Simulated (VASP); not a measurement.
Band structure of WSi$_{2}$ (space group I4/mmm). All values below come from PBE GGA, VASP's PBE PAW potentials (set 64) (plane waves; VASP).

Unless said otherwise, spin-orbit coupling is left out, though it shifts the bands of the heavy elements here.

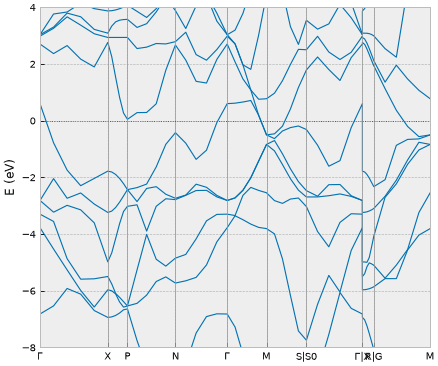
Figure: Bands along high-symmetry lines, zero at the valence-band maximum or, without a gap, the Fermi level

### Question
Read the plot: is there a gap, and where are the band edges?

### Answer
It has no gap at this level: it comes out as a metal or semimetal.

The structure is a typed WSi2 crystal. The cell was not relaxed at this level.
